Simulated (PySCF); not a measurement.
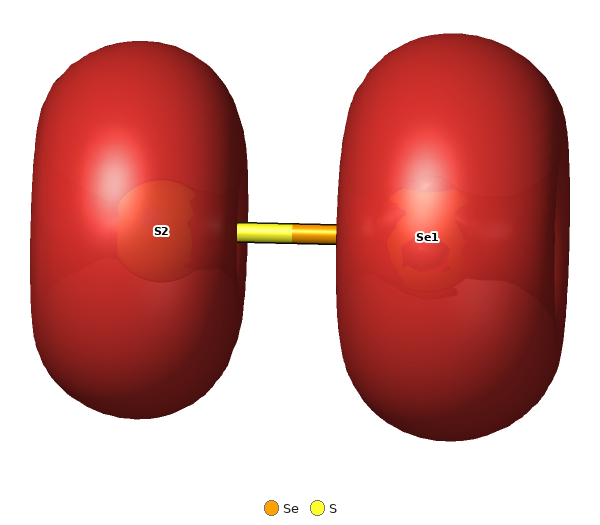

The picture shows: SeS (triplet). Isosurfaces of the spin density (α minus β) at +0.03 (red) and −0.03 e/Å³ (blue), seen from one side.

Computed with PySCF, PBE0/cc-pVTZ(-PP), non-relativistic Hamiltonian with scalar-relativistic core potentials where named, at a bond length of 2.030 Å.

```yaml
atoms:
  - { symbol: Se, position_ang: [0.0000, 0.0000, -0.5801] }
  - { symbol: S, position_ang: [0.0000, 0.0000, 1.4499] }
```

**Which atoms carry the spin?**

The unpaired spin (2 electrons) lies mostly on Se1 (about 1.1) and S2 (about 0.9), in electrons by Hirshfeld's partition.
